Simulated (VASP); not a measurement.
Band structure of ReSe2 (relaxed from the cotunnite structure, space group Pnma). Method: PBEsol GGA, VASP's PBE PAW potentials (set 64) (plane waves; VASP).

Unless said otherwise, spin-orbit coupling is left out, though it shifts the bands of the heavy elements here.

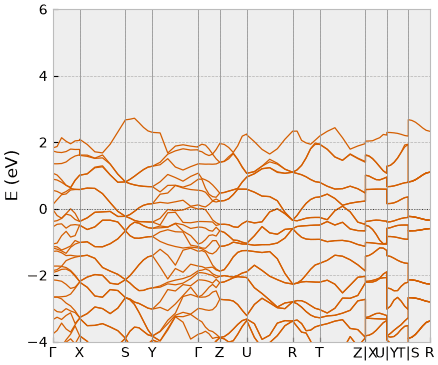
Fig. 1. Bands along high-symmetry lines, zero at the valence-band maximum or, without a gap, the Fermi level

Q: Read the plot: is there a gap, and where are the band edges?

A: It has no gap at this level: it comes out as a metal or semimetal. (Edges off the drawn lines would not show.)

The structure was generated: ReSe2 was put into the cotunnite type (Pnma), which need not be its known phase. It was relaxed first, which changed the volume by -13 %.
